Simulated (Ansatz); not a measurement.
These are PBE (plane waves to 420 eV, PAW; Ansatz, a first-principles code) values and carry that method's errors.

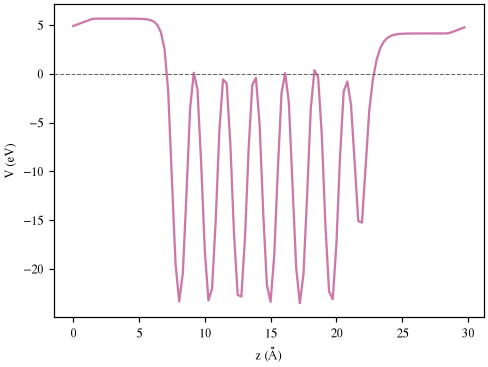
Fig. 1. Plane-averaged electrostatic potential energy along the normal, in eV from the Fermi level, for a constructed model of the (111) surface of fcc Pt, a pseudomorphic layer of Mg in the host's stacking (bottom of the slab: a bare face, its two planes held)

Slab: 7 atoms, 13.9 Å thick at the start; k 15x15x1, smearing 0.1 eV, dipole-corrected; 2 atoms held, the rest relaxed; start symmetry kept, larger cells not searched; no spin, no spin-orbit, no U. It is one candidate, not shown to be the stable structure of the face.

**Question.** The surface cell has an area of 6.82 Å². What dipole along the normal does the step between the two vacuum levels imply?

**Answer.** the top vacuum level lies 1.52 eV below the bottom one; p = −ε₀ A ΔV (ε₀ = 0.005526 e/(V·Å)) gives 0.06 e·Å a cell.
